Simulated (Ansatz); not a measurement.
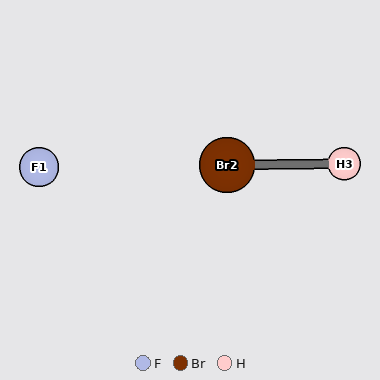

The system is the pair F···BrH, charge −1; the picture shows the reference structure. 
- First axis: separation of Br2 and F1 along their line in the relaxed pair. Second axis: sideways slip of F1.
- Nothing is relaxed (both partners rigid).
- Grid: 15 × 15 points; 120 points were computed and 105 follow by symmetry.
- Points are written as (first, second).
- All energies are given in eV relative to the lowest grid point.
- The calculation used RKS PBE0-D4/def2-TZVPD (Ansatz).

Its coordinates:

```yaml
atoms:
  - { symbol: F, position_ang: [0.0148, 0.3875, -2.0268] }
  - { symbol: Br, position_ang: [-0.0021, -0.0556, 0.2910] }
  - { symbol: H, position_ang: [-0.0127, -0.3319, 1.7358] }
```

Range: separation of Br2 and F1 along their line in the relaxed pair from 1.982 to 3.982 Å; sideways slip of F1 from −1.500 to 1.500 Å.

Q: Predict the map.

A: The lowest grid point is at (2.328 Å, 0.000 Å). It is the only kind of minimum in the scanned range. The highest grid point, (3.982 Å, −1.500 Å), lies 0.572 eV above the lowest. Round the minimum the two coordinates are nearly uncoupled.

| second ↓, first → | 1.982 | 2.032 | 2.113 | 2.214 | 2.328 | 2.455 | 2.593 | 2.740 | 2.896 | 3.060 | 3.231 | 3.409 | 3.594 | 3.785 | 3.982 |
| --- | --- | --- | --- | --- | --- | --- | --- | --- | --- | --- | --- | --- | --- | --- | --- |
| 1.500 | 0.350 | 0.333 | 0.314 | 0.305 | 0.309 | 0.323 | 0.347 | 0.376 | 0.409 | 0.441 | 0.473 | 0.502 | 0.529 | 0.552 | 0.572 |
| 1.286 | 0.325 | 0.296 | 0.265 | 0.247 | 0.247 | 0.262 | 0.290 | 0.326 | 0.365 | 0.405 | 0.443 | 0.478 | 0.510 | 0.537 | 0.560 |
| 1.071 | 0.313 | 0.269 | 0.221 | 0.190 | 0.184 | 0.199 | 0.232 | 0.274 | 0.322 | 0.369 | 0.414 | 0.455 | 0.491 | 0.522 | 0.549 |
| 0.857 | 0.316 | 0.254 | 0.185 | 0.139 | 0.125 | 0.140 | 0.176 | 0.225 | 0.280 | 0.335 | 0.387 | 0.433 | 0.474 | 0.509 | 0.539 |
| 0.643 | 0.333 | 0.251 | 0.158 | 0.096 | 0.074 | 0.087 | 0.127 | 0.182 | 0.243 | 0.305 | 0.363 | 0.415 | 0.460 | 0.498 | 0.530 |
| 0.429 | 0.356 | 0.256 | 0.142 | 0.064 | 0.034 | 0.045 | 0.087 | 0.147 | 0.214 | 0.282 | 0.344 | 0.400 | 0.448 | 0.489 | 0.523 |
| 0.214 | 0.378 | 0.263 | 0.134 | 0.044 | 0.009 | 0.019 | 0.062 | 0.125 | 0.196 | 0.267 | 0.332 | 0.391 | 0.441 | 0.484 | 0.519 |
| 0.000 | 0.386 | 0.267 | 0.132 | 0.038 | 0.000 | 0.010 | 0.054 | 0.117 | 0.190 | 0.262 | 0.328 | 0.388 | 0.439 | 0.482 | 0.518 |
| −0.214 | 0.378 | 0.263 | 0.134 | 0.044 | 0.009 | 0.019 | 0.062 | 0.125 | 0.196 | 0.267 | 0.332 | 0.391 | 0.441 | 0.484 | 0.519 |
| −0.429 | 0.356 | 0.256 | 0.142 | 0.064 | 0.034 | 0.045 | 0.087 | 0.147 | 0.214 | 0.282 | 0.344 | 0.400 | 0.448 | 0.489 | 0.523 |
| −0.643 | 0.333 | 0.251 | 0.158 | 0.096 | 0.074 | 0.087 | 0.127 | 0.182 | 0.243 | 0.305 | 0.363 | 0.415 | 0.460 | 0.498 | 0.530 |
| −0.857 | 0.316 | 0.254 | 0.185 | 0.139 | 0.125 | 0.140 | 0.176 | 0.225 | 0.280 | 0.335 | 0.387 | 0.433 | 0.474 | 0.509 | 0.539 |
| −1.071 | 0.313 | 0.269 | 0.221 | 0.190 | 0.184 | 0.199 | 0.232 | 0.274 | 0.322 | 0.369 | 0.414 | 0.455 | 0.491 | 0.522 | 0.549 |
| −1.286 | 0.325 | 0.296 | 0.265 | 0.247 | 0.247 | 0.262 | 0.290 | 0.326 | 0.365 | 0.405 | 0.443 | 0.478 | 0.510 | 0.537 | 0.560 |
| −1.500 | 0.350 | 0.333 | 0.314 | 0.305 | 0.309 | 0.323 | 0.347 | 0.376 | 0.409 | 0.441 | 0.473 | 0.502 | 0.529 | 0.552 | 0.572 |

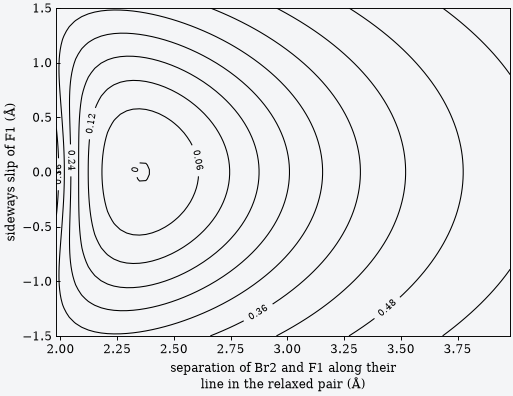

The picture shows contour lines labelled in eV. Between grid points the surface is interpolated.

Each point was launched as `ansatz run input.yaml --threads 1 --pin off --max-ram 2560MiB --backend cpu --events-out ev --progress --plain --runs-dir out`. Time for the 120 points that were run: 3.9 min on 1 thread of Arm Neoverse V2, on a shared host.
